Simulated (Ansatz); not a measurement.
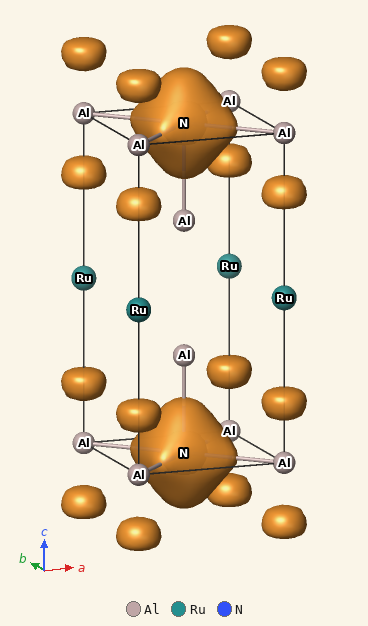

Figure. Al$_{3}$RuN. Isosurface of the ELF at 0.7 (orange), seen slightly off an axis. Only the valence region is drawn (cores and ρ < 0.01 e/Å³ removed). Sticks mark near contacts.

Space group P4/mmm; a generated structure, not necessarily the stable one; computed without spin polarisation.

These are results of DFT PBE, scalar-relativistic, plane waves, PAW in Ansatz 0.2.0, not measurements.

In a PAW calculation such maps are meaningful between the atoms, not at the nuclei.

Q: Identify the bonds, lone pairs and shells in this picture.

A: At this value the surface marks out one region on N in which the atom's valence shell and bonds are merged and two pockets between the atoms, centred on no nucleus (multi-centre or interstitial), counted in one cell of 5 atoms. Regions shared between cells count once. Along the contacts the grid gives the following. Al–N (1.95 Å): the ELF peaks at about 0.85 in the valence shell of N, 0.7 Å from its nucleus, and is about 0.80 at the midpoint. Al–Ru (2.53 Å): the ELF is about 0.40 at the midpoint.
